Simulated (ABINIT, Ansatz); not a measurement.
**SF6 (Im-3m): G0W0 with ABINIT, start to end**

Wanted: ground state, empty states, screening and self-energy for SF6 (Im-3m).

Method: LDA and many-body steps on it, plane waves, in ABINIT 10.8.3.

## 1. The starting structure

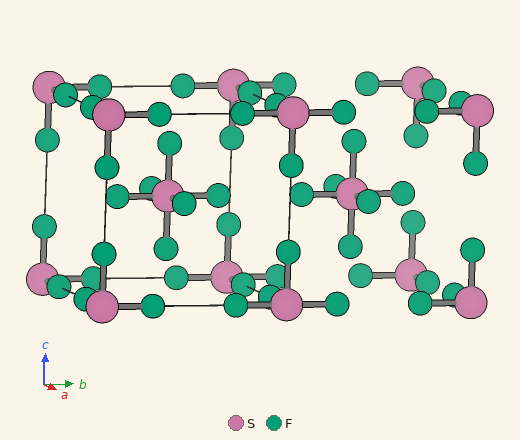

Start, viewed slightly off an axis; sulfur pink, fluorine teal. 1×2×1 cells are drawn. This picture shows the conventional cell, with its axes. Some periodic images of atoms are drawn too.

The cell and positions are those that the Materials Project relaxed with its own functionals (PBE, PBE+U or r2SCAN), kept fixed.

## 2. Ground state

This step: ABINIT 10.8.3; DFT, LDA, plane waves, norm-conserving pseudopotentials.

The ground-state density comes first.

The input, run.abi:

```
acell 3*1.0 Angstrom
rprim 
  -2.873504736200 2.873504736200 2.873504736200
  2.873504736200 -2.873504736200 2.873504736200
  2.873504736200 2.873504736200 -2.873504736200
ntypat 2
znucl 16 9
natom 7
typat 1 2 2 2 2 2 2
xred 
  0.000000000000 0.000000000000 0.000000000000
  0.725627210000 0.725627210000 0.000000000000
  0.274372790000 0.274372790000 0.000000000000
  0.000000000000 0.274372790000 0.274372790000
  0.000000000000 0.725627210000 0.725627210000
  0.725627210000 0.000000000000 0.725627210000
  0.274372790000 0.000000000000 0.274372790000
pp_dirpath "pseudos"
pseudos "S.upf, F.upf"
ecut 36
ngkpt 6 6 6
nshiftk 1
shiftk 0 0 0
kptopt 1
chksymbreak 0
nband 31
occopt 1
tolvrs 1e-10
nstep 60
prtwf 0
optforces 0
optstress 0
indata_prefix "in"
outdata_prefix "out"
tmpdata_prefix "tmp"
```

Run with:

```
OMP_NUM_THREADS=1 mpirun -n 4 abinit run.abi > log
```

Numbers of over 12 decimals in the logs are rounded to 6 here.

Log:

```text
.Version 10.8.3 of ABINIT. v10.8.2 released Aug 2026.

 Symmetries : space group Im -3 m (#229); Bravais cI (body-center cubic)
================================================================================
 Values of the parameters that define the memory need of the present run
     intxc =       0    ionmov =       0      iscf =       7    lmnmax =       6
     lnmax =       6     mgfft =      54  mpssoang =       3    mqgrid =    3001
     natom =       7  nloc_mem =       1    nspden =       1   nspinor =       1
    nsppol =       1      nsym =      48    n1xccc =    2501    ntypat =       2
    occopt =       1   xclevel =       1
-    mband =          31        mffmem =           1         mkmem =           4
       mpw =        6631          nfft =      157464          nkpt =          16
================================================================================
  Rough estimation (10% accuracy) of disk space for files :
================================================================================

--------------------------------------------------------------------------------
------------- Echo of variables that govern the present computation ------------
--------------------------------------------------------------------------------
 -outvars: echo values of preprocessed input variables --------
            acell      1.8897261259E+00  1.8897261259E+00  1.8897261259E+00 Bohr

      chksymbreak           0
             ecut      3.60000000E+01 Hartree
-          fftalg         312

              ixc       -1012
              kpt      0.00000000E+00  0.00000000E+00  0.00000000E+00
                       1.66666667E-01  0.00000000E+00  0.00000000E+00
                       3.33333333E-01  0.00000000E+00  0.00000000E+00
                       5.00000000E-01  0.00000000E+00  0.00000000E+00
                       1.66666667E-01  1.66666667E-01  0.00000000E+00
                       3.33333333E-01  1.66666667E-01  0.00000000E+00
                       3.33333333E-01  3.33333333E-01  0.00000000E+00
                       1.66666667E-01  1.66666667E-01  1.66666667E-01
                       3.33333333E-01  1.66666667E-01  1.66666667E-01
   [... 5 further rows ...]
                       5.00000000E-01  5.00000000E-01  3.33333333E-01
                       5.00000000E-01  5.00000000E-01  5.00000000E-01
         kptrlatt        6    0    0      0    6    0      0    0    6
          kptrlen      5.64316388E+01
P           mkmem           4
            natom           7
            nband          31
            ngfft          54      54      54
             nkpt          16
            nstep          60
             nsym          48
           ntypat           2
              occ      2.000000  2.000000  2.000000  2.000000  2.000000  2.000000
                       2.000000  2.000000  2.000000  2.000000  2.000000  2.000000
                       2.000000  2.000000  2.000000  2.000000  2.000000  2.000000
                       2.000000  2.000000  2.000000  2.000000  2.000000  2.000000
                       0.000000  0.000000  0.000000  0.000000  0.000000  0.000000
                       0.000000
        optforces           0
        optstress           0
            prtwf           0
            rprim     -2.8735047362E+00  2.8735047362E+00  2.8735047362E+00
[...]
spgroup         229

           tolvrs      1.00000000E-10

             xred      0.0000000000E+00  0.0000000000E+00  0.0000000000E+00
[...]
znucl       16.00000    9.00000

================================================================================

 chkinp: Checking input parameters for consistency.

================================================================================
== DATASET  1 ==================================================================
-   mpi_nproc: 4, omp_nthreads: 1 (-1 if OMP is not activated)

--- !DatasetInfo
iteration_state: {dtset: 1, }
dimensions: {natom: 7, nkpt: 16, mband: 31, nsppol: 1, nspinor: 1, nspden: 1, mpw: 6631, }
cutoff_energies: {ecut:  36.0, pawecutdg:  -1.0, }
electrons: {nelect:   4.80000000E+01, charge:   0.00000000E+00, occopt:   1.00000000E+00, tsmear:   1.00000000E-02, }

 Real(R)+Recip(G) space primitive vectors, cartesian coordinates (Bohr,Bohr^-1):
 R(1)= -5.4301370  5.4301370  5.4301370  G(1)=  0.0000000  0.0920787  0.0920787
 R(2)=  5.4301370 -5.4301370  5.4301370  G(2)=  0.0920787  0.0000000  0.0920787
 R(3)=  5.4301370  5.4301370 -5.4301370  G(3)=  0.0920787  0.0920787  0.0000000
 Unit cell volume ucvol=  6.4046049E+02 bohr^3
 Angles (23,13,12)=  1.09471221E+02  1.09471221E+02  1.09471221E+02 degrees

 getcut: wavevector=  0.0000  0.0000  0.0000  ngfft=  54  54  54
         ecut(hartree)=     36.000   => boxcut(ratio)=   2.12572

--- Pseudopotential description ------------------------------------------------
- S Generated using ONCVPSP code by D. R. Hamann
- 16.00000   6.00000  180309                  znucl, zion, pspdat
12 -1012 2 -1 1132                            pspcod,pspxc,lmax,lloc,mmax
     nproj     2     2     2
  pspatm : epsatm=    8.64647033
         --- l  ekb(1:nproj) -->
[...]
pspatm: atomic psp has been read  and splines computed

- F Generated using ONCVPSP code by D. R. Hamann
-  9.00000   7.00000  201202                  znucl, zion, pspdat
12 -1012 2 -1 824                             pspcod,pspxc,lmax,lloc,mmax
     nproj     2     2     1
  pspatm : epsatm=    4.94580260
         --- l  ekb(1:nproj) -->
[...]
2   -2.364936
 pspatm: atomic psp has been read  and splines computed

   1.83942172E+03                                ecore*ucvol(ha*bohr**3)
--------------------------------------------------------------------------------

_setup2: Arith. and geom. avg. npw (full set) are    6606.125    6606.119

================================================================================

--- !BeginCycle
iteration_state: {dtset: 1, }
solver: {iscf: 7, nstep: 60, nline: 4, wfoptalg: 0, }
tolerances: {tolvrs: 1.00E-10, }

     iter   Etot(hartree)      deltaE(h)  residm     vres2
 ETOT  1  -158.07349691619    -1.581E+02 1.360E-01 1.400E+03
 ETOT  2  -158.27170595658    -1.982E-01 1.713E-01 6.758E+02
 ETOT  3  -158.46520122929    -1.935E-01 1.429E-02 1.935E+01
 ETOT  4  -158.46962172256    -4.420E-03 1.773E-03 1.803E-01
 ETOT  5  -158.46963580376    -1.408E-05 6.924E-04 6.424E-03
 ETOT  6  -158.46963689254    -1.089E-06 2.533E-04 4.832E-04
 ETOT  7  -158.46963693019    -3.764E-08 6.661E-04 1.191E-05
 ETOT  8  -158.46963693113    -9.436E-10 1.538E-04 1.997E-06
 ETOT  9  -158.46963693129    -1.639E-10 3.101E-04 5.580E-08
 ETOT 10  -158.46963693131    -1.702E-11 5.784E-05 2.733E-10
 ETOT 11  -158.46963693131    -2.728E-12 1.034E-04 8.356E-12

 At SCF step   11       vres2   =  8.36E-12 < tolvrs=  1.00E-10 =>converged.

--- !ResultsGS
iteration_state: {dtset: 1, }
comment   : Summary of ground state results
lattice_vectors:
- [ -5.4301370,   5.4301370,   5.4301370, ]
- [  5.4301370,  -5.4301370,   5.4301370, ]
- [  5.4301370,   5.4301370,  -5.4301370, ]
lattice_lengths: [   9.40527,    9.40527,    9.40527, ]
lattice_angles: [109.471, 109.471, 109.471, ] # degrees, (23, 13, 12)
lattice_volume:   6.4046049E+02
convergence: {deltae: -2.728E-12, res2:  8.356E-12, residm:  1.034E-04, diffor:  0.000E+00, }
etotal    :  -1.58469637E+02
entropy   :   0.00000000E+00
fermie    :  -1.34689197E-01
cartesian_stress_tensor: null
pressure_GPa: null
xred      :
- [  0.0000E+00,   0.0000E+00,   0.0000E+00,  S]
- [  7.2563E-01,   7.2563E-01,  -3.7902E-18,  F]
- [  2.7437E-01,   2.7437E-01,  -1.4331E-18,  F]
- [ -1.4331E-18,   2.7437E-01,   2.7437E-01,  F]
- [ -3.7902E-18,   7.2563E-01,   7.2563E-01,  F]
- [  7.2563E-01,  -3.7902E-18,   7.2563E-01,  F]
- [  2.7437E-01,  -1.4331E-18,   2.7437E-01,  F]
cartesian_forces: null
force_length_stats: {min: null, max: null, mean: null, }

 Integrated electronic density in atomic spheres:
 ------------------------------------------------
 Atom  Sphere_radius  Integrated_density
[...]
================================================================================

 ----iterations are completed or convergence reached----

 Mean square residual over all n,k,spin=   47.828E-08; max=  10.343E-05
 reduced coordinates (array xred) for    7 atoms
[...]
0.274372790000      0.274372790000     -0.000000000000
      -0.000000000000      0.274372790000      0.274372790000
      -0.000000000000      0.725627210000      0.725627210000
       0.725627210000     -0.000000000000      0.725627210000
       0.274372790000     -0.000000000000      0.274372790000
 rms dE/dt=  0.0000E+00; max dE/dt=  0.0000E+00; dE/dt below (all hartree)
    1       0.000000000000      0.000000000000      0.000000000000
    2       0.000000000000      0.000000000000      0.000000000000
    3       0.000000000000      0.000000000000      0.000000000000
    4       0.000000000000      0.000000000000      0.000000000000
    5       0.000000000000      0.000000000000      0.000000000000
    6       0.000000000000      0.000000000000      0.000000000000
    7       0.000000000000      0.000000000000      0.000000000000

 cartesian coordinates (angstrom) at end:
    1      0.000000     0.000000     0.000000
    2     -0.000000     0.000000     4.170186
    3      0.000000    -0.000000     1.576823
    4      1.576823    -0.000000     0.000000
    5      4.170186     0.000000    -0.000000
    6      0.000000     4.170186    -0.000000
    7     -0.000000     1.576823     0.000000
 length scales=  1.889726125908  1.889726125908  1.889726125908 bohr
              =  1.000000000000  1.000000000000  1.000000000000 angstroms
 prteigrs : about to open file out_EIG
 Fermi (or HOMO) energy (hartree) =  -0.13469   Average Vxc (hartree)=  -0.33411
 Eigenvalues (hartree) for nkpt=  16  k points:
 kpt#   1, nband= 31, wtk=  0.00463, kpt=  0.0000  0.0000  0.0000 (reduced coord)
  -1.06376   -0.93869   -0.93869   -0.93869   -0.89063   -0.89063   -0.52380   -0.36509
  -0.36509   -0.36509   -0.27026   -0.27026   -0.27026   -0.26739   -0.26739   -0.18978
  -0.18978   -0.18978   -0.17679   -0.17679   -0.17679   -0.13469   -0.13469   -0.13469
   0.09065    0.24384    0.30966    0.30966    0.30966    0.45847    0.45956
 prteigrs : prtvol=0 or 1, do not print more k-points.

--- !EnergyTerms
iteration_state     : {dtset: 1, }
comment             : Components of total free energy in Hartree
kinetic             :  1.01105994147586E+02
hartree             :  6.45768967504938E+01
xc                  : -3.56153557983216E+01
Ewald energy        : -8.08071779757878E+01
psp_core            :  2.87202996091899E+00
local_psp           : -1.95731422879723E+02
non_local_psp       : -1.48706011364821E+01
total_energy        : -1.58469636931315E+02
total_energy_eV     : -4.31217849879838E+03
band_energy         : -2.02634105744849E+01

== END DATASET(S) ==============================================================
================================================================================

 -outvars: echo values of variables after computation  --------
           etotal     -1.5846963693E+02
            nband          31
             nkpt          16
          spgroup         229
 [... the other variables as echoed above ...]

 Calculation completed.
```

Run time: 68 s. Hardware: 4 MPI ranks of Arm Neoverse N1, shared host; peak memory 0.43 GiB; 4.5 min of CPU time.

This step gave:

```
total energy               : -4312.1785 eV
gap                        : 6.132 eV
k of the valence top       : 0, 0, 0
k of the conduction bottom : 0, 0, 0
least direct gap           : 6.132 eV
```

The gap is direct, at Γ.

[end of part 1 of 3]

[Paths, hosts, dates, memory and timing lines, banners, echoed tables and standing remarks are left out of the program output.]

[Logs are printed without paths, hosts, clocks, repeated set-up lines and the standing remarks that a program may print on its own settings, such as how far it seeks lower states.]

[Runs of the session that timed out or met a known fault of the program may be left out.]

[Hosts, paths, dates, database ids (printed as entryN), source tags and the programs' standing remarks are cut or masked in the printed files.]

[G0W0 gaps are taken among the corrected bands and points alone; a level outside them can change the order at an edge.]

[Where Ansatz stands beside ABINIT at settings called matched, ABINIT's density can come from a denser mesh and the files from another edition; pairs whose starting gaps differed by over 0.03 eV were left out, so agreement reads better than it is.]
